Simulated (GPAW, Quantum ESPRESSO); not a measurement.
Consider YVO4 (I4_1/a).

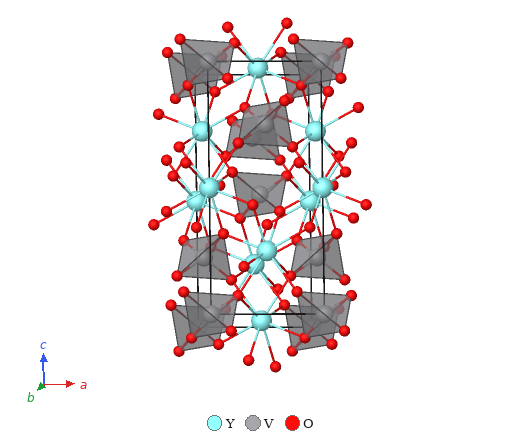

The structure (yttrium teal, vanadium grey, oxygen red). Some periodic images of atoms are drawn too.

```cif
data_structure
_symmetry_space_group_name_H-M 'P 1'
_symmetry_Int_Tables_number 1
_cell_length_a 6.7281
_cell_length_b 6.7281
_cell_length_c 6.7281
_cell_angle_alpha 135.502
_cell_angle_beta 135.502
_cell_angle_gamma 64.752
_cell_volume 147.50
loop_
_atom_site_label
_atom_site_type_symbol
_atom_site_fract_x
_atom_site_fract_y
_atom_site_fract_z
_atom_site_occupancy
Y1 Y 0.50000 0.50000 0.00000 1
Y2 Y 0.25000 0.75000 0.50000 1
V3 V 0.00000 0.00000 0.00000 1
V4 V 0.75000 0.25000 0.50000 1
O5 O 0.52341 0.91379 0.09817 1
O6 O 0.81562 0.42524 0.90184 1
O7 O 0.66379 0.06562 0.89038 1
O8 O 0.17525 0.77341 0.10962 1
O9 O 0.22659 0.33621 0.40183 1
O10 O 0.93438 0.82476 0.59816 1
O11 O 0.08621 0.18438 0.60962 1
O12 O 0.57476 0.47659 0.39038 1
```

Absorber: atom 3, with 4 O at 1.76 Å (tetrahedral, site symmetry -4). Method: GPAW, LDA, full core hole (charged cell), 12-atom cell with 5.1 Å between holes, 5×5×5 k points, dipole transitions, Gaussian full width 1.01 eV up to 4 eV, rising linearly to 3.5 eV at 25 eV.

Question: Where do the maxima of the V K edge fall?

Main maxima up to 30 eV above the zero (height): 1.6 eV (2.86), 7.3 eV (0.55) and 15.0 eV (2.69). A K edge sees empty p states, which here mix into the lowest empty bands, so that weight starts at the zero. The total-energy difference plus the lowest empty eigenvalue puts the zero at 5447.79 eV. The tabulated edge of the element is 5465 eV. The functional and the charged cell's background leave an error in such absolute values: in the free atom LDA prices this hole 14.0 eV below PBE (computed apart), and PBE is itself good to a few eV.

The V K spectrum (energy from the lowest empty level; intensity scaled to a mean of 1 over the first 20 eV; polarised curves are means over the symmetry-equivalent atoms):

```
E (eV)  isotropic  ε ⊥ c  ε ∥ c
  -2.0       0.00   0.00   0.00
  -0.5       0.01   0.01   0.00
   1.0       1.49   2.08   0.31
   2.5       0.77   0.24   1.83
   4.0       0.12   0.11   0.15
   5.5       0.11   0.11   0.12
   7.0       0.51   0.45   0.62
   8.5       0.21   0.19   0.25
  10.0       0.35   0.25   0.56
  11.5       0.68   0.46   1.11
  13.0       1.38   0.99   2.18
  14.5       2.56   2.43   2.83
  16.0       2.28   2.32   2.21
  17.5       1.25   1.22   1.29
  19.0       1.11   1.15   1.03
  20.5       1.31   1.39   1.14
  22.0       1.46   1.59   1.22
  23.5       1.63   1.75   1.40
  25.0       1.83   1.91   1.65
  26.5       2.02   2.07   1.93
  28.0       2.23   2.16   2.37
  29.5       2.60   2.45   2.88
  31.0       2.84   2.80   2.93
```

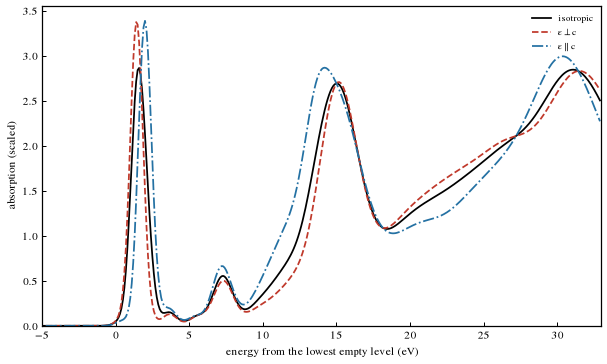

The V K edge.

The hole lies in one spin channel, while the script sums the empty states of both and takes the lower zero; where the two channels are split, this blurs and shifts the curve. Quadrupole 1s→3d transitions, which feed the pre-edge, are not in the dipole spectrum. The starting moments shrank to 0.00 μB or less, so this is hardly a magnetic state. The holes are only 5.1 Å apart, so the shape is probably not converged with cell size; no larger cell was run here. The mesh is coarse (0.27 Å⁻¹ between points), so small maxima may be mesh ripples. Lifetime broadening is put in by hand, and intensities beyond about 20 eV depend on it and on the partial waves. The structure is a computed Materials Project entry and may be a hypothetical form.

[Banner, clock and machine lines of the logs are left out without a mark of their own.]

[Logs are printed without paths, hosts, clocks, repeated set-up lines and the standing remarks that a program may print on its own settings, such as how far it seeks lower states.]

[Hosts, paths, dates, database ids (printed as entryN), source tags and the programs' standing remarks are cut or masked in the printed files.]

[Lists of maxima count a maximum above −3 eV only where it reaches 4 % of the highest in the window and stands out from its surroundings by 2 % of it (1.5 % where it reaches 55 %); shoulders and weaker maxima are passed over, and of the rest the first, up to two pre-edge ones and the few strongest are named.]
